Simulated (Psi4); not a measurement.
# CCSD/aug-cc-pVDZ run of CH2BNO (BH2(NCO))

Aim: the vertical ionisation energy of CH2BNO (BH2(NCO)) at CCSD/aug-cc-pVDZ, from 2 runs. 

Program for the calculation: Psi4 1.11.

## 1. Starting point

The species is CH2BNO (6 atoms), meant as a singlet with charge 0. As SMILES, `[H]B([H])N=C=O`. The shape is that of a GFN2-xTB optimisation.

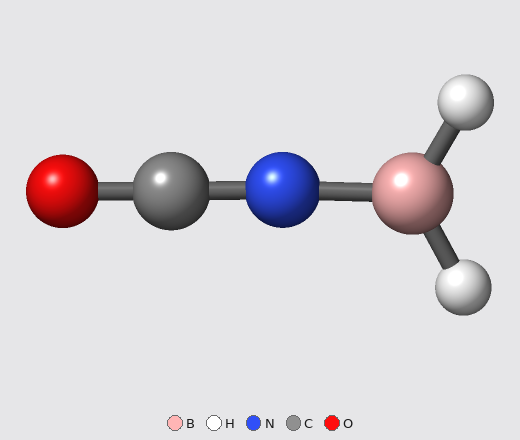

The structure, seen from a chosen angle (boron pink, hydrogen white, nitrogen blue, carbon grey, oxygen red).

## 2. A single-point energy at CCSD/aug-cc-pVDZ

The input, job.dat:

```
memory 1600 MB

molecule m {
  0 1
  B      0.548890     0.947870     0.000480
  H      1.716300     0.899820     0.062110
  H     -0.051350     1.951300    -0.035600
  N     -0.160020    -0.241430    -0.031680
  C     -0.739440    -1.277440    -0.009790
  O     -1.314390    -2.280120     0.014470
  symmetry c1
  no_reorient
  no_com
}

set globals {
  basis aug-cc-pVDZ
  puream true
  e_convergence 1e-09
  d_convergence 1e-08
  scf_type pk
  num_frozen_docc 4
}

result, w = energy("ccsd", return_wfn=True)
print_variables()
```

Run with:

```bash
$ psi4 job.dat job.out -n 1
```

job.out:

```text
[...]
  Running in c1 symmetry.
[...]
  Nuclear repulsion =   90.568182142461893
[...]
  Multiplicity = 1
[...]
  Nalpha       = 14
  Nbeta        = 14
[...]
    Number of basis functions: 110
[...]
   @RHF iter   1:  -192.98673075753109   -1.00477e+00   4.40862e-03 ADIIS/DIIS
[...]
   @RHF iter  12:  -193.08063221464855   -7.87281e-12   3.88850e-09 DIIS
[...]
    Orbital Energies [Eh]
    ---------------------
    Doubly Occupied:
       1A    -20.629596     2A    -15.599573     3A    -11.429225
       4A     -7.651478     5A     -1.486959     6A     -1.280388
       7A     -0.884272     8A     -0.739938     9A     -0.673384
      10A     -0.662053    11A     -0.619427    12A     -0.558116
      13A     -0.478787    14A     -0.425321
[...]
  @RHF Final Energy:  -193.08063221464855
   => Energetics <=
    Nuclear Repulsion Energy =             90.5681821424618931
    One-Electron Energy =                -441.0605963744275186
    Two-Electron Energy =                 157.4117820173171083
    Total Energy =                       -193.0806322146485456
[...]
 Multipole Moments:
 ------------------------------------------------------------------------------------
     Multipole            Electronic (a.u.)      Nuclear  (a.u.)        Total (a.u.)
 ------------------------------------------------------------------------------------
 L = 1.  Multiply by 2.5417464519 to convert [e a0] to [Debye]
 Dipole X            :         22.3636991          -22.0389309            0.3247681
 Dipole Y            :         38.3476929          -37.8042357            0.5434572
 Dipole Z            :          0.2551133           -0.2566815           -0.0015682
 Magnitude           :                                                    0.6331054
[...]
      * MP2 total energy                      = -193.639661238013048
[...]
      * CCSD total energy                     = -193.654373956505225
[...]
```

It took 56 s on 1 thread of Intel Xeon Platinum 8259CL at 2.50GHz (Skylake/Cascade Lake), shared host; peak memory 1.5 GiB.

## 3. The doublet cation at the same level

The input, ch2bno.in:

```
memory 1.6 GB

molecule m {
  1 2
  B      0.548890     0.947870     0.000480
  H      1.716300     0.899820     0.062110
  H     -0.051350     1.951300    -0.035600
  N     -0.160020    -0.241430    -0.031680
  C     -0.739440    -1.277440    -0.009790
  O     -1.314390    -2.280120     0.014470
  symmetry c1
}

set {
  basis           aug-cc-pVDZ
  reference       uhf
  puream          true
  e_convergence   1e-09
  d_convergence   1e-08
  scf_type        pk
  num_frozen_docc 4
  maxiter         200
}

energy('ccsd')
```

Run with:

```bash
$ psi4 -n 1 ch2bno.in ch2bno.out
```

ch2bno.out:

```text
[...]
  Running in c1 symmetry.
[...]
  Nuclear repulsion =   90.568182142461907
[...]
  Multiplicity = 2
[...]
  Nalpha       = 14
  Nbeta        = 13
[...]
    Number of basis functions: 110
[...]
   @UHF iter   1:  -192.58991629575968   -6.07955e-01   3.91511e-03 DIIS/ADIIS
[...]
   @UHF iter  23:  -192.71595097679898   -4.89706e-11   7.18329e-09 DIIS
[...]
   @S^2 Observed:                8.888634187E-01
[...]
    Orbital Energies [Eh]
    ---------------------
    Alpha Occupied:
       1A    -20.997896     2A    -15.957658     3A    -11.712005
       4A     -7.888164     5A     -1.834995     6A     -1.631628
       7A     -1.187793     8A     -1.068416     9A     -1.023942
      10A     -0.981204    11A     -0.896726    12A     -0.855913
      13A     -0.820903    14A     -0.724115
    Alpha Virtual:
      15A     -0.157037    16A     -0.115069    17A     -0.086471
      18A     -0.077767    19A     -0.065073    20A     -0.055703
      21A     -0.036743    22A     -0.029200    23A     -0.028080
      24A     -0.025339    25A     -0.007834    26A      0.008131
[...]
  @UHF Final Energy:  -192.71595097679898
   => Energetics <=
    Nuclear Repulsion Energy =             90.5681821424619073
    One-Electron Energy =                -432.7529760092410243
    Two-Electron Energy =                 149.4688428899801238
    Total Energy =                       -192.7159509767989789
  UHF NO Occupations:
  HONO-2 :   12  A 1.9977762
  HONO-1 :   13  A 1.9369123
[...]
 Multipole Moments:
 ------------------------------------------------------------------------------------
     Multipole            Electronic (a.u.)      Nuclear  (a.u.)        Total (a.u.)
 ------------------------------------------------------------------------------------
 L = 1.  Multiply by 2.5417464519 to convert [e a0] to [Debye]
 Dipole X            :         -1.0167717            1.4412050            0.4244333
 Dipole Y            :         -1.7334444            2.4611697            0.7277253
 Dipole Z            :         -0.0301254            0.0295501           -0.0005753
 Magnitude           :                                                    0.8424536
[...]
      * MP2 total energy                      = -193.216199182404409
[...]
      * CCSD total energy                     = -193.259196248462814
[...]
```

Run time: 3.5 min. Hardware: 1 thread of Intel Xeon Platinum 8259CL at 2.50GHz (Skylake/Cascade Lake), shared host; peak memory 1.5 GiB.

## 4. Outcome

Level: CCSD/aug-cc-pVDZ, 4 core orbitals frozen.

| quantity | value |
| --- | --- |
| singlet CH2BNO: total energy | -193.65437 Eh |
| singlet CH2BNO: HOMO energy (Hartree–Fock orbitals) | -11.57 eV |
| singlet CH2BNO: LUMO energy (Hartree–Fock orbitals) | 0.99 eV |
| singlet CH2BNO: HOMO–LUMO gap (Hartree–Fock orbitals) | 12.57 eV |
| singlet CH2BNO: correlation energy (4 core orbitals frozen) | -573.7 mEh |
| singlet CH2BNO: T1 diagnostic | 0.017 |
| doublet cation: total energy | -193.25920 Eh |
| doublet cation: HOMO energy (Hartree–Fock orbitals) (highest over α and β) | -19.70 eV |
| doublet cation: LUMO energy (Hartree–Fock orbitals) (lowest over α and β) | -8.14 eV |
| doublet cation: correlation energy (4 core orbitals frozen) | -543.2 mEh |
| doublet cation: ⟨S²⟩ of the reference determinant | 0.889 |
| doublet cation: T1 diagnostic | 0.061 |
| vertical ionisation energy (to the doublet cation) | 10.753 eV |

**Reading.** The vertical ionisation energy comes to 10.75 eV (1038 kJ/mol). ⟨S²⟩ (doublet cation) is 0.89 where a pure doublet has 0.75: the reference is spin-contaminated. The T1 diagnostic (doublet cation) of 0.061 is above the customary mark for such species, so a single reference may not serve.
